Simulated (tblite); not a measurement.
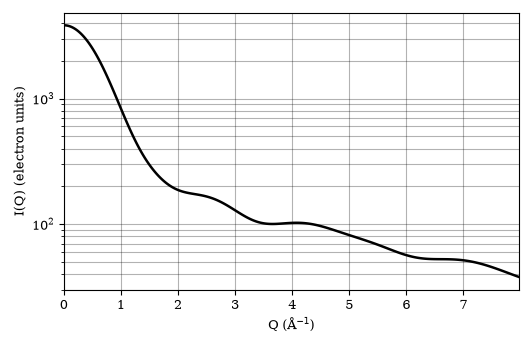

Elastic X-ray scattering of a randomly oriented, rigid molecule, calculated with the Debye equation from neutral-atom form factors (independent atoms, no Compton part, no vibration). The geometry is the end point of an optimisation (GFN2-xTB geometry optimisation, gas phase in tblite); it may be a saddle point or a higher isomer. It contains N, C, Si, H.

Question: How many electrons does the independent-atom model of the molecule hold?

Answer: I(0) is the square of the electron number: I(0) = 3840, so about 62 electrons, the count of C5H11NSi.

Question: What radius of gyration does the initial fall-off give?

Answer: From I(Q) ≈ I(0) exp(−Q²R²/3) at small Q, R ≈ 2.27 Å. It is larger than the electron-weighted radius of the nuclear positions alone (2.13 Å), because each atom's electron cloud adds to it.
